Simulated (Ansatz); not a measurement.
**C₄H₈O₂Si: molecular dynamics (part 2 of 4)**

C₄H₈O₂Si, SMILES C[SiH2]COC=C=O; RKS LDA/STO-3G (Ansatz 0.2.0). It belongs to a series of runs on one base structure; here: dynamics from the last frame of an earlier run.

Geometry of the input (Å):
```
C  -0.2583  -1.8819  -1.3878
Si 0.9915  -0.9469  -0.4478
C  0.0822  0.3434  0.6194
O  -1.1238  -0.1663  1.1930
C  -1.8180  1.0276  1.6649
C  -1.2864  2.2422  1.4429
O  -1.1495  3.3612  0.9423
H  -0.8694  -1.2551  -2.0293
H  -1.0101  -2.5142  -0.6876
H  0.1553  -2.7692  -1.8689
H  1.9873  -1.6050  0.3916
H  1.7297  -0.1430  -1.3296
H  -0.3379  1.0399  -0.1402
H  0.8038  0.8865  1.2963
H  -2.7610  0.9067  2.2794
```

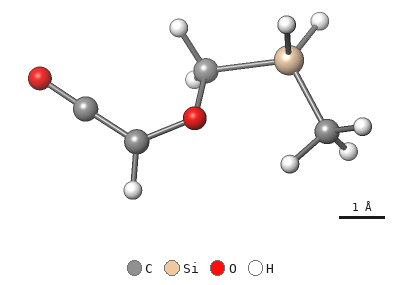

*The geometry at step 153 of the log (ball-and-stick view, seen at a tilt).*

What the program printed, continued
```
md step    94: t =    94.00 fs  T =   647.0 K  F+E_penalty+E_count = -15945.77826388 eV  E_kin = 1.087152 eV  conserved = -15944.69111164 eV  (30 SCF iters)
md step    95: t =    95.00 fs  T =   704.0 K  F+E_penalty+E_count = -15945.88508856 eV  E_kin = 1.182920 eV  conserved = -15944.70216847 eV  (29 SCF iters)
md step    96: t =    96.00 fs  T =   737.5 K  F+E_penalty+E_count = -15945.95226603 eV  E_kin = 1.239316 eV  conserved = -15944.71294954 eV  (29 SCF iters)
md step    97: t =    97.00 fs  T =   663.6 K  F+E_penalty+E_count = -15945.82158832 eV  E_kin = 1.115110 eV  conserved = -15944.70647845 eV  (30 SCF iters)
md step    98: t =    98.00 fs  T =   537.8 K  F+E_penalty+E_count = -15945.59006028 eV  E_kin = 0.903757 eV  conserved = -15944.68630346 eV  (30 SCF iters)
md step    99: t =    99.00 fs  T =   511.6 K  F+E_penalty+E_count = -15945.54191462 eV  E_kin = 0.859691 eV  conserved = -15944.68222372 eV  (30 SCF iters)
md step   100: t =   100.00 fs  T =   619.7 K  F+E_penalty+E_count = -15945.73956297 eV  E_kin = 1.041322 eV  conserved = -15944.69824077 eV  (30 SCF iters)
md step   101: t =   101.00 fs  T =   734.1 K  F+E_penalty+E_count = -15945.94747575 eV  E_kin = 1.233516 eV  conserved = -15944.71395994 eV  (30 SCF iters)
md step   102: t =   102.00 fs  T =   730.0 K  F+E_penalty+E_count = -15945.93661025 eV  E_kin = 1.226683 eV  conserved = -15944.70992714 eV  (30 SCF iters)
md step   103: t =   103.00 fs  T =   647.6 K  F+E_penalty+E_count = -15945.77812009 eV  E_kin = 1.088134 eV  conserved = -15944.68998606 eV  (31 SCF iters)
md step   104: t =   104.00 fs  T =   635.0 K  F+E_penalty+E_count = -15945.75452699 eV  E_kin = 1.067004 eV  conserved = -15944.68752317 eV  (31 SCF iters)
md step   105: t =   105.00 fs  T =   718.5 K  F+E_penalty+E_count = -15945.91092199 eV  E_kin = 1.207411 eV  conserved = -15944.70351061 eV  (31 SCF iters)
md step   106: t =   106.00 fs  T =   768.8 K  F+E_penalty+E_count = -15946.00903346 eV  E_kin = 1.291923 eV  conserved = -15944.71711014 eV  (31 SCF iters)
md step   107: t =   107.00 fs  T =   681.4 K  F+E_penalty+E_count = -15945.85184651 eV  E_kin = 1.144992 eV  conserved = -15944.70685481 eV  (31 SCF iters)
md step   108: t =   108.00 fs  T =   538.8 K  F+E_penalty+E_count = -15945.58915792 eV  E_kin = 0.905380 eV  conserved = -15944.68377759 eV  (31 SCF iters)
md step   109: t =   109.00 fs  T =   515.6 K  F+E_penalty+E_count = -15945.54839110 eV  E_kin = 0.866475 eV  conserved = -15944.68191610 eV  (27 SCF iters)
md step   110: t =   110.00 fs  T =   629.9 K  F+E_penalty+E_count = -15945.76010104 eV  E_kin = 1.058408 eV  conserved = -15944.70169292 eV  (31 SCF iters)
md step   111: t =   111.00 fs  T =   724.0 K  F+E_penalty+E_count = -15945.93405983 eV  E_kin = 1.216651 eV  conserved = -15944.71740860 eV  (31 SCF iters)
md step   112: t =   112.00 fs  T =   677.9 K  F+E_penalty+E_count = -15945.84663461 eV  E_kin = 1.139146 eV  conserved = -15944.70748909 eV  (31 SCF iters)
md step   113: t =   113.00 fs  T =   578.5 K  F+E_penalty+E_count = -15945.65613996 eV  E_kin = 0.972022 eV  conserved = -15944.68411799 eV  (31 SCF iters)
md step   114: t =   114.00 fs  T =   597.5 K  F+E_penalty+E_count = -15945.69190610 eV  E_kin = 1.004019 eV  conserved = -15944.68788713 eV  (32 SCF iters)
md step   115: t =   115.00 fs  T =   715.4 K  F+E_penalty+E_count = -15945.91153234 eV  E_kin = 1.202197 eV  conserved = -15944.70933553 eV  (32 SCF iters)
md step   116: t =   116.00 fs  T =   757.4 K  F+E_penalty+E_count = -15945.99251648 eV  E_kin = 1.272659 eV  conserved = -15944.71985759 eV  (31 SCF iters)
md step   117: t =   117.00 fs  T =   635.0 K  F+E_penalty+E_count = -15945.77160855 eV  E_kin = 1.067042 eV  conserved = -15944.70456698 eV  (31 SCF iters)
md step   118: t =   118.00 fs  T =   470.6 K  F+E_penalty+E_count = -15945.47032628 eV  E_kin = 0.790720 eV  conserved = -15944.67960670 eV  (31 SCF iters)
md step   119: t =   119.00 fs  T =   453.7 K  F+E_penalty+E_count = -15945.44274255 eV  E_kin = 0.762472 eV  conserved = -15944.68027036 eV  (32 SCF iters)
md step   120: t =   120.00 fs  T =   582.0 K  F+E_penalty+E_count = -15945.68178225 eV  E_kin = 0.978000 eV  conserved = -15944.70378221 eV  (32 SCF iters)
md step   121: t =   121.00 fs  T =   674.3 K  F+E_penalty+E_count = -15945.85028806 eV  E_kin = 1.133000 eV  conserved = -15944.71728852 eV  (31 SCF iters)
md step   122: t =   122.00 fs  T =   626.3 K  F+E_penalty+E_count = -15945.75635745 eV  E_kin = 1.052355 eV  conserved = -15944.70400234 eV  (31 SCF iters)
md step   123: t =   123.00 fs  T =   550.9 K  F+E_penalty+E_count = -15945.60762231 eV  E_kin = 0.925748 eV  conserved = -15944.68187420 eV  (30 SCF iters)
md step   124: t =   124.00 fs  T =   611.7 K  F+E_penalty+E_count = -15945.71712576 eV  E_kin = 1.027889 eV  conserved = -15944.68923659 eV  (30 SCF iters)
md step   125: t =   125.00 fs  T =   758.3 K  F+E_penalty+E_count = -15945.98740164 eV  E_kin = 1.274303 eV  conserved = -15944.71309864 eV  (30 SCF iters)
md step   126: t =   126.00 fs  T =   803.7 K  F+E_penalty+E_count = -15946.07002074 eV  E_kin = 1.350534 eV  conserved = -15944.71948635 eV  (30 SCF iters)
md step   127: t =   127.00 fs  T =   696.2 K  F+E_penalty+E_count = -15945.86907519 eV  E_kin = 1.169862 eV  conserved = -15944.69921293 eV  (27 SCF iters)
md step   128: t =   128.00 fs  T =   595.4 K  F+E_penalty+E_count = -15945.67932388 eV  E_kin = 1.000472 eV  conserved = -15944.67885146 eV  (30 SCF iters)
md step   129: t =   129.00 fs  T =   652.0 K  F+E_penalty+E_count = -15945.78505448 eV  E_kin = 1.095605 eV  conserved = -15944.68944969 eV  (31 SCF iters)
md step   130: t =   130.00 fs  T =   789.8 K  F+E_penalty+E_count = -15946.03907324 eV  E_kin = 1.327165 eV  conserved = -15944.71190791 eV  (30 SCF iters)
md step   131: t =   131.00 fs  T =   827.9 K  F+E_penalty+E_count = -15946.10935546 eV  E_kin = 1.391212 eV  conserved = -15944.71814299 eV  (31 SCF iters)
md step   132: t =   132.00 fs  T =   718.7 K  F+E_penalty+E_count = -15945.90926878 eV  E_kin = 1.207728 eV  conserved = -15944.70154061 eV  (31 SCF iters)
md step   133: t =   133.00 fs  T =   608.8 K  F+E_penalty+E_count = -15945.70383591 eV  E_kin = 1.022961 eV  conserved = -15944.68087495 eV  (30 SCF iters)
md step   134: t =   134.00 fs  T =   660.6 K  F+E_penalty+E_count = -15945.79897629 eV  E_kin = 1.110129 eV  conserved = -15944.68884713 eV  (30 SCF iters)
md step   135: t =   135.00 fs  T =   808.6 K  F+E_penalty+E_count = -15946.07665572 eV  E_kin = 1.358755 eV  conserved = -15944.71790101 eV  (30 SCF iters)
md step   136: t =   136.00 fs  T =   828.0 K  F+E_penalty+E_count = -15946.11482749 eV  E_kin = 1.391347 eV  conserved = -15944.72348070 eV  (30 SCF iters)
md step   137: t =   137.00 fs  T =   671.9 K  F+E_penalty+E_count = -15945.82434254 eV  E_kin = 1.129100 eV  conserved = -15944.69524250 eV  (30 SCF iters)
md step   138: t =   138.00 fs  T =   554.6 K  F+E_penalty+E_count = -15945.60616387 eV  E_kin = 0.931938 eV  conserved = -15944.67422635 eV  (31 SCF iters)
md step   139: t =   139.00 fs  T =   637.0 K  F+E_penalty+E_count = -15945.75996848 eV  E_kin = 1.070329 eV  conserved = -15944.68963995 eV  (31 SCF iters)
md step   140: t =   140.00 fs  T =   805.8 K  F+E_penalty+E_count = -15946.06902414 eV  E_kin = 1.354095 eV  conserved = -15944.71492880 eV  (31 SCF iters)
md step   141: t =   141.00 fs  T =   851.5 K  F+E_penalty+E_count = -15946.15233329 eV  E_kin = 1.430768 eV  conserved = -15944.72156512 eV  (31 SCF iters)
md step   142: t =   142.00 fs  T =   719.7 K  F+E_penalty+E_count = -15945.91267062 eV  E_kin = 1.209402 eV  conserved = -15944.70326833 eV  (31 SCF iters)
md step   143: t =   143.00 fs  T =   572.4 K  F+E_penalty+E_count = -15945.63993232 eV  E_kin = 0.961836 eV  conserved = -15944.67809611 eV  (31 SCF iters)
md step   144: t =   144.00 fs  T =   598.3 K  F+E_penalty+E_count = -15945.69343682 eV  E_kin = 1.005318 eV  conserved = -15944.68811872 eV  (32 SCF iters)
md step   145: t =   145.00 fs  T =   718.4 K  F+E_penalty+E_count = -15945.92718290 eV  E_kin = 1.207134 eV  conserved = -15944.72004934 eV  (40 SCF iters)
md step   146: t =   146.00 fs  T =   699.8 K  F+E_penalty+E_count = -15945.89363274 eV  E_kin = 1.175947 eV  conserved = -15944.71768621 eV  (30 SCF iters)
md step   147: t =   147.00 fs  T =   548.5 K  F+E_penalty+E_count = -15945.60974301 eV  E_kin = 0.921633 eV  conserved = -15944.68810990 eV  (30 SCF iters)
md step   148: t =   148.00 fs  T =   480.4 K  F+E_penalty+E_count = -15945.48662588 eV  E_kin = 0.807173 eV  conserved = -15944.67945268 eV  (31 SCF iters)
md step   149: t =   149.00 fs  T =   570.4 K  F+E_penalty+E_count = -15945.65705958 eV  E_kin = 0.958417 eV  conserved = -15944.69864301 eV  (31 SCF iters)
md step   150: t =   150.00 fs  T =   677.9 K  F+E_penalty+E_count = -15945.85186268 eV  E_kin = 1.139146 eV  conserved = -15944.71271692 eV  (31 SCF iters)
md step   151: t =   151.00 fs  T =   679.8 K  F+E_penalty+E_count = -15945.85175031 eV  E_kin = 1.142373 eV  conserved = -15944.70937740 eV  (31 SCF iters)
md step   152: t =   152.00 fs  T =   600.9 K  F+E_penalty+E_count = -15945.70513296 eV  E_kin = 1.009821 eV  conserved = -15944.69531202 eV  (31 SCF iters)
md step   153: t =   153.00 fs  T =   571.1 K  F+E_penalty+E_count = -15945.64168644 eV  E_kin = 0.959594 eV  conserved = -15944.68209237 eV  (31 SCF iters)
md step   154: t =   154.00 fs  T =   674.9 K  F+E_penalty+E_count = -15945.83427374 eV  E_kin = 1.134118 eV  conserved = -15944.70015592 eV  (30 SCF iters)
md step   155: t =   155.00 fs  T =   770.9 K  F+E_penalty+E_count = -15946.01995911 eV  E_kin = 1.295466 eV  conserved = -15944.72449323 eV  (30 SCF iters)
md step   156: t =   156.00 fs  T =   684.1 K  F+E_penalty+E_count = -15945.85948752 eV  E_kin = 1.149561 eV  conserved = -15944.70992699 eV  (29 SCF iters)
md step   157: t =   157.00 fs  T =   509.2 K  F+E_penalty+E_count = -15945.53994947 eV  E_kin = 0.855725 eV  conserved = -15944.68422473 eV  (29 SCF iters)
md step   158: t =   158.00 fs  T =   443.2 K  F+E_penalty+E_count = -15945.42769584 eV  E_kin = 0.744740 eV  conserved = -15944.68295584 eV  (30 SCF iters)
md step   159: t =   159.00 fs  T =   512.3 K  F+E_penalty+E_count = -15945.55738198 eV  E_kin = 0.860893 eV  conserved = -15944.69648863 eV  (30 SCF iters)
md step   160: t =   160.00 fs  T =   603.6 K  F+E_penalty+E_count = -15945.72257205 eV  E_kin = 1.014308 eV  conserved = -15944.70826355 eV  (30 SCF iters)
md step   161: t =   161.00 fs  T =   609.3 K  F+E_penalty+E_count = -15945.73517612 eV  E_kin = 1.023894 eV  conserved = -15944.71128232 eV  (30 SCF iters)
md step   162: t =   162.00 fs  T =   515.2 K  F+E_penalty+E_count = -15945.56428789 eV  E_kin = 0.865754 eV  conserved = -15944.69853385 eV  (31 SCF iters)
md step   163: t =   163.00 fs  T =   444.5 K  F+E_penalty+E_count = -15945.42638814 eV  E_kin = 0.746866 eV  conserved = -15944.67952180 eV  (31 SCF iters)
md step   164: t =   164.00 fs  T =   520.9 K  F+E_penalty+E_count = -15945.57229997 eV  E_kin = 0.875382 eV  conserved = -15944.69691780 eV  (30 SCF iters)
md step   165: t =   165.00 fs  T =   625.4 K  F+E_penalty+E_count = -15945.76956563 eV  E_kin = 1.050982 eV  conserved = -15944.71858372 eV  (30 SCF iters)
md step   166: t =   166.00 fs  T =   606.4 K  F+E_penalty+E_count = -15945.72297393 eV  E_kin = 1.018906 eV  conserved = -15944.70406803 eV  (29 SCF iters)
md step   167: t =   167.00 fs  T =   544.3 K  F+E_penalty+E_count = -15945.60532851 eV  E_kin = 0.914689 eV  conserved = -15944.69063983 eV  (29 SCF iters)
md step   168: t =   168.00 fs  T =   551.3 K  F+E_penalty+E_count = -15945.61768745 eV  E_kin = 0.926385 eV  conserved = -15944.69130241 eV  (31 SCF iters)
md step   169: t =   169.00 fs  T =   628.1 K  F+E_penalty+E_count = -15945.75315407 eV  E_kin = 1.055503 eV  conserved = -15944.69765146 eV  (30 SCF iters)
md step   170: t =   170.00 fs  T =   712.0 K  F+E_penalty+E_count = -15945.90220729 eV  E_kin = 1.196347 eV  conserved = -15944.70586073 eV  (30 SCF iters)
md step   171: t =   171.00 fs  T =   733.8 K  F+E_penalty+E_count = -15945.94010767 eV  E_kin = 1.233018 eV  conserved = -15944.70709006 eV  (30 SCF iters)
md step   172: t =   172.00 fs  T =   691.4 K  F+E_penalty+E_count = -15945.85869513 eV  E_kin = 1.161782 eV  conserved = -15944.69691279 eV  (39 SCF iters)
md step   173: t =   173.00 fs  T =   669.2 K  F+E_penalty+E_count = -15945.81474771 eV  E_kin = 1.124590 eV  conserved = -15944.69015797 eV  (30 SCF iters)
md step   174: t =   174.00 fs  T =   699.9 K  F+E_penalty+E_count = -15945.88571043 eV  E_kin = 1.176181 eV  conserved = -15944.70952932 eV  (30 SCF iters)
md step   175: t =   175.00 fs  T =   664.7 K  F+E_penalty+E_count = -15945.82972157 eV  E_kin = 1.117002 eV  conserved = -15944.71271945 eV  (30 SCF iters)
md step   176: t =   176.00 fs  T =   545.8 K  F+E_penalty+E_count = -15945.60990031 eV  E_kin = 0.917070 eV  conserved = -15944.69283019 eV  (29 SCF iters)
md step   177: t =   177.00 fs  T =   468.6 K  F+E_penalty+E_count = -15945.47958335 eV  E_kin = 0.787438 eV  conserved = -15944.69214577 eV  (30 SCF iters)
md step   178: t =   178.00 fs  T =   466.7 K  F+E_penalty+E_count = -15945.47836255 eV  E_kin = 0.784179 eV  conserved = -15944.69418320 eV  (31 SCF iters)
md step   179: t =   179.00 fs  T =   511.2 K  F+E_penalty+E_count = -15945.55729400 eV  E_kin = 0.859030 eV  conserved = -15944.69826440 eV  (31 SCF iters)
md step   180: t =   180.00 fs  T =   558.6 K  F+E_penalty+E_count = -15945.64102617 eV  E_kin = 0.938672 eV  conserved = -15944.70235398 eV  (31 SCF iters)
md step   181: t =   181.00 fs  T =   575.8 K  F+E_penalty+E_count = -15945.66662768 eV  E_kin = 0.967556 eV  conserved = -15944.69907198 eV  (32 SCF iters)
md step   182: t =   182.00 fs  T =   589.7 K  F+E_penalty+E_count = -15945.68325241 eV  E_kin = 0.990880 eV  conserved = -15944.69237246 eV  (31 SCF iters)
md step   183: t =   183.00 fs  T =   655.0 K  F+E_penalty+E_count = -15945.79359570 eV  E_kin = 1.100577 eV  conserved = -15944.69301884 eV  (31 SCF iters)
md step   184: t =   184.00 fs  T =   761.9 K  F+E_penalty+E_count = -15945.98617773 eV  E_kin = 1.280250 eV  conserved = -15944.70592774 eV  (30 SCF iters)
md step   185: t =   185.00 fs  T =   828.2 K  F+E_penalty+E_count = -15946.09828580 eV  E_kin = 1.391655 eV  conserved = -15944.70663057 eV  (29 SCF iters)
md step   186: t =   186.00 fs  T =   837.1 K  F+E_penalty+E_count = -15946.11073682 eV  E_kin = 1.406668 eV  conserved = -15944.70406918 eV  (30 SCF iters)
md step   187: t =   187.00 fs  T =   797.4 K  F+E_penalty+E_count = -15946.04808442 eV  E_kin = 1.339869 eV  conserved = -15944.70821518 eV  (31 SCF iters)
md step   188: t =   188.00 fs  T =   705.7 K  F+E_penalty+E_count = -15945.88104708 eV  E_kin = 1.185762 eV  conserved = -15944.69528510 eV  (29 SCF iters)
md step   189: t =   189.00 fs  T =   644.6 K  F+E_penalty+E_count = -15945.77227794 eV  E_kin = 1.083171 eV  conserved = -15944.68910650 eV  (30 SCF iters)
md step   190: t =   190.00 fs  T =   661.5 K  F+E_penalty+E_count = -15945.80829186 eV  E_kin = 1.111611 eV  conserved = -15944.69668132 eV  (30 SCF iters)
md step   191: t =   191.00 fs  T =   704.3 K  F+E_penalty+E_count = -15945.88622795 eV  E_kin = 1.183484 eV  conserved = -15944.70274405 eV  (30 SCF iters)
md step   192: t =   192.00 fs  T =   723.2 K  F+E_penalty+E_count = -15945.91684372 eV  E_kin = 1.215230 eV  conserved = -15944.70161379 eV  (30 SCF iters)
md step   193: t =   193.00 fs  T =   722.6 K  F+E_penalty+E_count = -15945.91429342 eV  E_kin = 1.214263 eV  conserved = -15944.70003065 eV  (30 SCF iters)
md step   194: t =   194.00 fs  T =   714.7 K  F+E_penalty+E_count = -15945.90332260 eV  E_kin = 1.201033 eV  conserved = -15944.70228919 eV  (30 SCF iters)
md step   195: t =   195.00 fs  T =   700.7 K  F+E_penalty+E_count = -15945.87374383 eV  E_kin = 1.177487 eV  conserved = -15944.69625690 eV  (30 SCF iters)
md step   196: t =   196.00 fs  T =   709.4 K  F+E_penalty+E_count = -15945.89170514 eV  E_kin = 1.191987 eV  conserved = -15944.69971853 eV  (30 SCF iters)
md step   197: t =   197.00 fs  T =   715.8 K  F+E_penalty+E_count = -15945.90763028 eV  E_kin = 1.202812 eV  conserved = -15944.70481828 eV  (29 SCF iters)
md step   198: t =   198.00 fs  T =   686.0 K  F+E_penalty+E_count = -15945.84980877 eV  E_kin = 1.152805 eV  conserved = -15944.69700339 eV  (27 SCF iters)
md step   199: t =   199.00 fs  T =   653.9 K  F+E_penalty+E_count = -15945.79704165 eV  E_kin = 1.098804 eV  conserved = -15944.69823814 eV  (30 SCF iters)
md step   200: t =   200.00 fs  T =   620.2 K  F+E_penalty+E_count = -15945.74157266 eV  E_kin = 1.042121 eV  conserved = -15944.69945117 eV  (31 SCF iters)
md step   201: t =   201.00 fs  T =   582.0 K  F+E_penalty+E_count = -15945.67244063 eV  E_kin = 0.977932 eV  conserved = -15944.69450891 eV  (31 SCF iters)
md step   202: t =   202.00 fs  T =   565.6 K  F+E_penalty+E_count = -15945.64819802 eV  E_kin = 0.950469 eV  conserved = -15944.69772871 eV  (31 SCF iters)
md step   203: t =   203.00 fs  T =   556.9 K  F+E_penalty+E_count = -15945.63752732 eV  E_kin = 0.935795 eV  conserved = -15944.70173238 eV  (31 SCF iters)
md step   204: t =   204.00 fs  T =   538.3 K  F+E_penalty+E_count = -15945.60189868 eV  E_kin = 0.904530 eV  conserved = -15944.69736826 eV  (32 SCF iters)
md step   205: t =   205.00 fs  T =   541.0 K  F+E_penalty+E_count = -15945.60418080 eV  E_kin = 0.909064 eV  conserved = -15944.69511640 eV  (32 SCF iters)
md step   206: t =   206.00 fs  T =   566.2 K  F+E_penalty+E_count = -15945.65723315 eV  E_kin = 0.951355 eV  conserved = -15944.70587837 eV  (32 SCF iters)
md step   207: t =   207.00 fs  T =   545.6 K  F+E_penalty+E_count = -15945.62030490 eV  E_kin = 0.916810 eV  conserved = -15944.70349467 eV  (31 SCF iters)
md step   208: t =   208.00 fs  T =   496.4 K  F+E_penalty+E_count = -15945.52271618 eV  E_kin = 0.834141 eV  conserved = -15944.68857512 eV  (32 SCF iters)
md step   209: t =   209.00 fs  T =   513.8 K  F+E_penalty+E_count = -15945.55406698 eV  E_kin = 0.863380 eV  conserved = -15944.69068663 eV  (31 SCF iters)
md step   210: t =   210.00 fs  T =   595.6 K  F+E_penalty+E_count = -15945.69849596 eV  E_kin = 1.000760 eV  conserved = -15944.69773616 eV  (32 SCF iters)
md step   211: t =   211.00 fs  T =   679.8 K  F+E_penalty+E_count = -15945.84555828 eV  E_kin = 1.142252 eV  conserved = -15944.70330583 eV  (30 SCF iters)
```
